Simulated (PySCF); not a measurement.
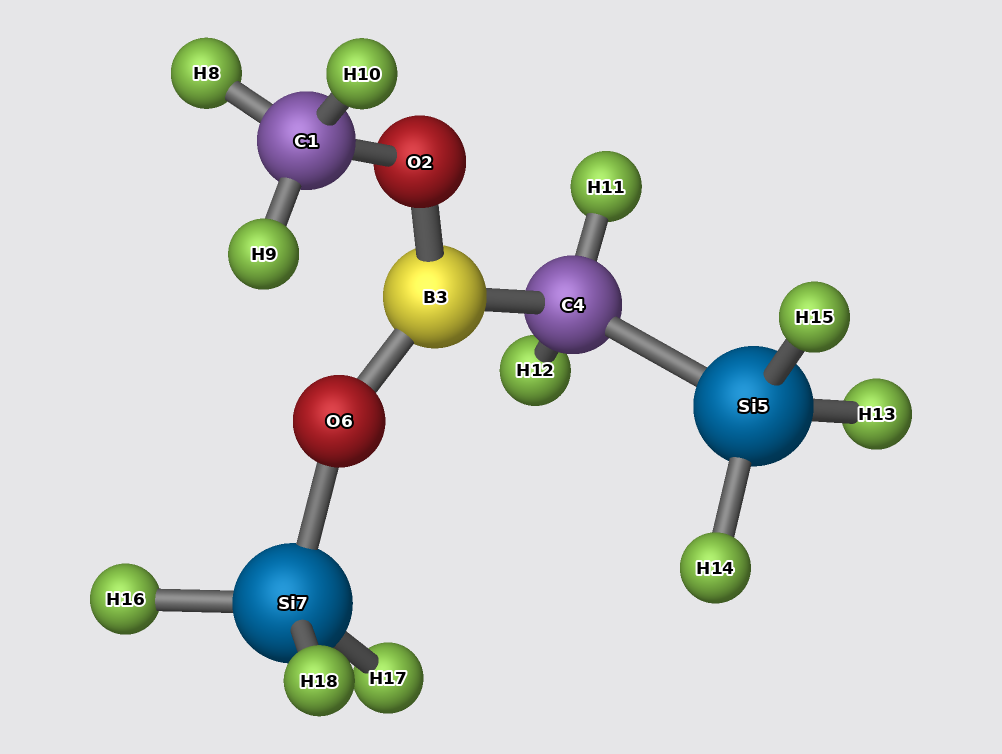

The thickness of each stick grows with its Mayer bond order. Computed geometry: GFN2-xTB optimisation. No frequency run is at hand to confirm it as a minimum. Method: PBE0/pcSseg-1 (PySCF 2.14.0).

Which bond between heavy atoms has the highest Mayer bond order?

O2–B3, 1.23, at a length of 1.350 Å.

List the Mayer bond orders of C1–O2, O2–B3, B3–C4, B3–O6, C4–Si5, O6–Si7 (bonds between heavy atoms, one of each equivalent set).

| bond | Mayer order | length (Å) |
| --- | --- | --- |
| C1–O2 | 0.88 | 1.410 |
| O2–B3 | 1.23 | 1.350 |
| B3–C4 | 0.98 | 1.581 |
| B3–O6 | 1.03 | 1.349 |
| C4–Si5 | 0.93 | 1.899 |
| O6–Si7 | 0.93 | 1.605 |

The geometry is semi-empirical. Around B, Si such bond lengths and angles can be off by a tenth of an ångström or more and by several degrees, and values that hang on the shape move with them.
